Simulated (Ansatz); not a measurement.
```cif
data_structure
_symmetry_space_group_name_H-M 'P 1'
_symmetry_Int_Tables_number 1
_cell_length_a 3.9882
_cell_length_b 3.9882
_cell_length_c 7.6259
_cell_angle_alpha 90.000
_cell_angle_beta 90.000
_cell_angle_gamma 90.000
_cell_volume 121.30
loop_
_atom_site_label
_atom_site_type_symbol
_atom_site_fract_x
_atom_site_fract_y
_atom_site_fract_z
_atom_site_occupancy
Tl1 Tl 0.00000 0.00000 0.79406 1
Tl2 Tl 0.00000 0.00000 0.20594 1
Pt1 Pt 0.50000 0.50000 0.16672 1
Pt2 Pt 0.50000 0.50000 0.83328 1
N1 N 0.50000 0.50000 0.42556 1
N2 N 0.50000 0.50000 0.57444 1
```

Space group P4/mmm; a generated structure, not necessarily the stable one; changed on purpose from its base cell (volume × 0.91, shape and atoms relaxed); computed pressure about 6 GPa in this cell.

Level of theory: DFT PBE, scalar-relativistic, plane waves, PAW (Ansatz 0.2.0).

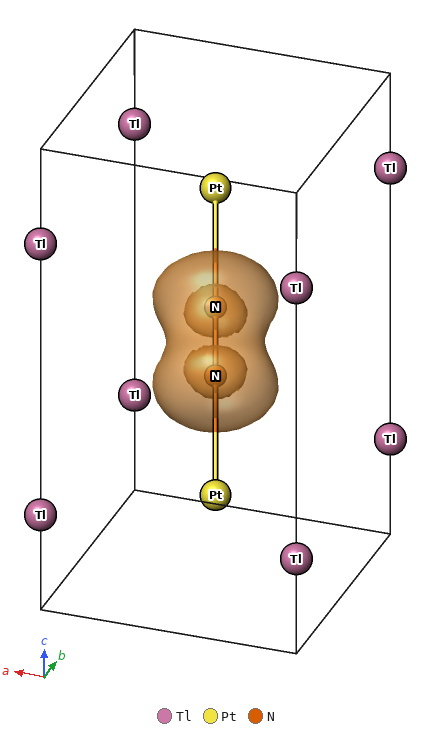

TlPtN. Isosurface of the electron localisation function at 0.65 (orange), seen at an oblique angle. Only the valence region is drawn (cores and ρ < 0.01 e/Å³ removed). Sticks mark near contacts.

Core electrons are frozen (PAW), and the valence fields are smoothed inside the atomic spheres.

> Describe the localisation domains.

At this value the surface marks out one region between bonded N–N atoms, counted in one cell of 6 atoms. Regions shared between cells count once.

Values along the shortest contacts:
N–N (1.14 Å): the ELF peaks at about 0.85 between the atoms. Pt–N (1.97 Å): the ELF peaks at about 0.90 in the valence shell of N, 0.5 Å from its nucleus, and drops to about 0.15 between the two atoms.
